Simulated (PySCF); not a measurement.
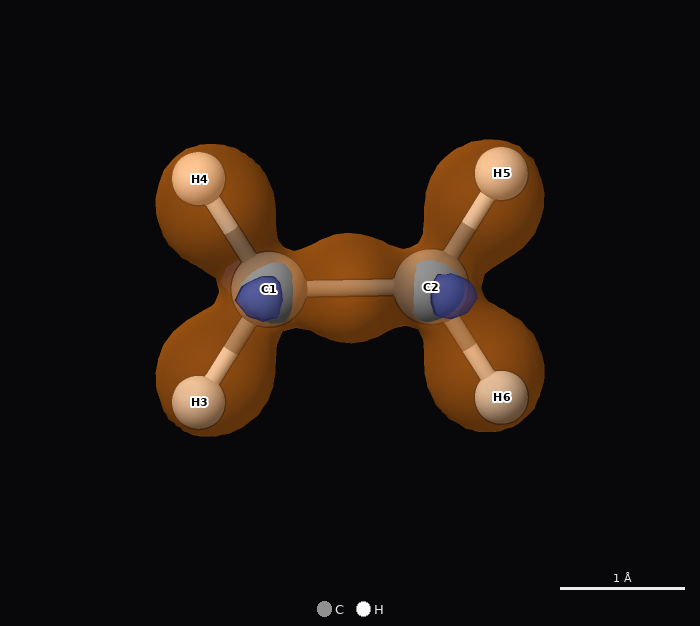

Figure. C2H4, SMILES `C=C`. Deformation density (molecule less spherical, spin-averaged free atoms at the same positions), surfaces at ±0.15 e/Å³; orange: gain, blue: loss.

Method: BP86/def2-TZVP; geometry: GFN2-xTB; program: PySCF. No frequency check shows the geometry to be a minimum.

Q: How much density has each bond gained at its critical point, relative to the free atoms?

A: C1–C2: +0.77 e/Å³ at the bond critical point (bond length 1.32 Å, Mayer order 2.0). C1–H3, C2–H6, C1–H4 and C2–H5: +0.72 e/Å³ at the bond critical point (bond length 1.08 Å, Mayer order 1.0). In all, 1.2 electrons gather in the regions of gain relative to the promolecule.

Q: Where do the Hirshfeld charges lie?

A: The highest Hirshfeld charge is on H3, H4, H5 and H6 (+0.04 e), the lowest on C1 and C2 (−0.09 e).

```
atom  charge (e)
  C1       −0.09
  C2       −0.09
  H3       +0.04
  H4       +0.04
  H5       +0.04
  H6       +0.04
```
